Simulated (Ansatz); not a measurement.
## Electronic structure of C3H7FGe in real space

Input

```
crystal:
  periodic: [false, false, false]
  atoms:
    - { symbol: F, position_ang: [3.0425, 0.6019, -0.1571] }
    - { symbol: C, position_ang: [1.8081, 0.2528, 0.2896] }
    - { symbol: C, position_ang: [0.9971, -0.4747, -0.4847] }
    - { symbol: C, position_ang: [-0.3652, -0.8972, -0.0198] }
    - { symbol: Ge, position_ang: [-1.5693, 0.6346, 0.0618] }
    - { symbol: H, position_ang: [1.4938, 0.5708, 1.2791] }
    - { symbol: H, position_ang: [1.3427, -0.7963, -1.4628] }
    - { symbol: H, position_ang: [-0.2992, -1.3752, 0.9806] }
    - { symbol: H, position_ang: [-0.7859, -1.6337, -0.7358] }
    - { symbol: H, position_ang: [-2.976, 0.1589, 0.5058] }
    - { symbol: H, position_ang: [-1.6615, 1.2907, -1.3394] }
    - { symbol: H, position_ang: [-1.0272, 1.6674, 1.0826] }
basis:
  gaussian:
    orbitals: def2-SVP
hamiltonian:
  xc: cam_b3lyp
output:
  orbitals: {}
  forces: true
```

Not at a stationary point (largest force 1.7 eV/Å).

Computed with SCF cam_b3lyp, Gaussian basis in Ansatz 0.2.0.

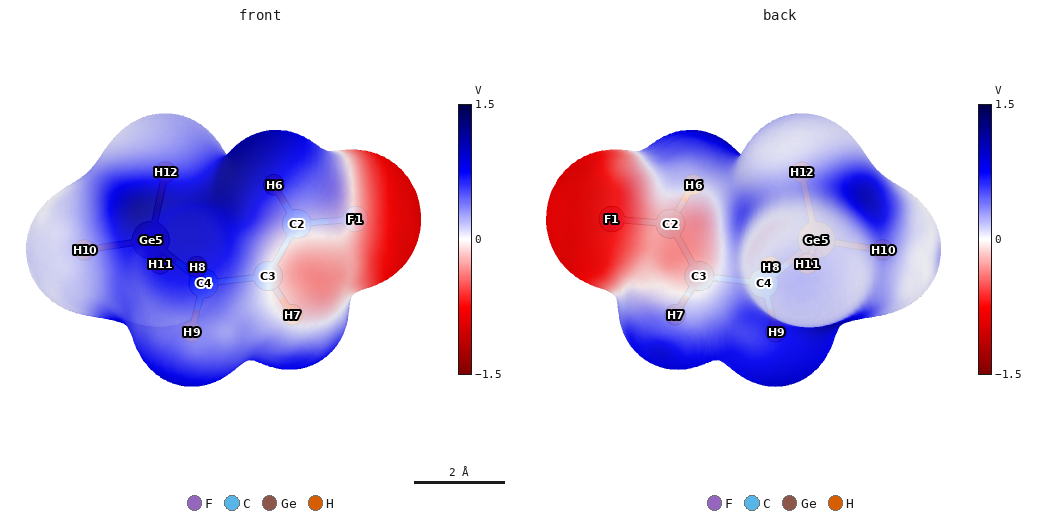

Figure 1. The molecular electrostatic potential painted on the density surface at 0.002 e/bohr³, seen from the front and from behind; red is negative and blue positive.

Q: Where is the surface potential most negative and most positive?

A: The most negative region (about −0.9 V) lies over F1, the most positive (about +1.2 V) over Ge5 and H6.

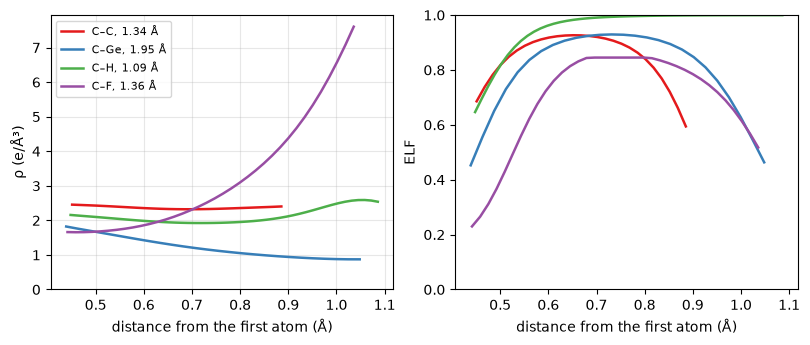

Figure 2. Total electron density and electron localisation function along straight lines between neighbouring atoms. The curves leave out the atomic cores.

Q: Compare the contacts.

A: C–C (1.34 Å): the density is about 2.3 e/Å³ at the midpoint; the ELF peaks at about 0.95 between the atoms (a multiple bond).
C–Ge (1.95 Å): the density is about 0.89 e/Å³ at the midpoint; the ELF peaks at about 0.95 in the valence shell of C, 0.7 Å from its nucleus, and is about 0.70 at the midpoint.
C–H (1.09 Å): the density is about 2 e/Å³ at the midpoint; the ELF climbs to about 1 towards the hydrogen, as it does in any bond to H (a covalent bond by its length).
C–F (1.36 Å): the density is about 2.2 e/Å³ at the midpoint, with its minimum of 1.7 e/Å³ about 0.5 Å from C; the ELF peaks at about 0.85 between the atoms (a shared but strongly polarised pair).

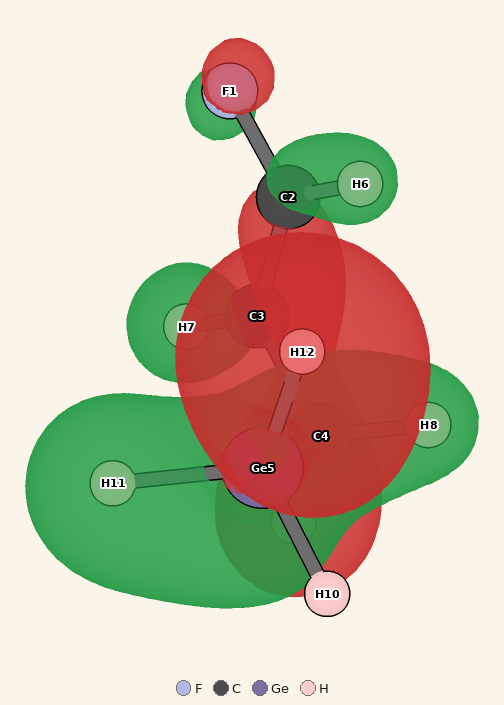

Figure 3. The HOMO−1 at ±0.08 Å⁻³ᐟ² (green and red are the two phases), seen at an oblique angle.

Q: What is the character of this orbital?

A: By Hirshfeld shares it lies mainly on Ge5 (about 30 %), H12 (about 30 %), C4 (about 10 %) and H11 (about 10 %). Its energy is −10.67 eV.
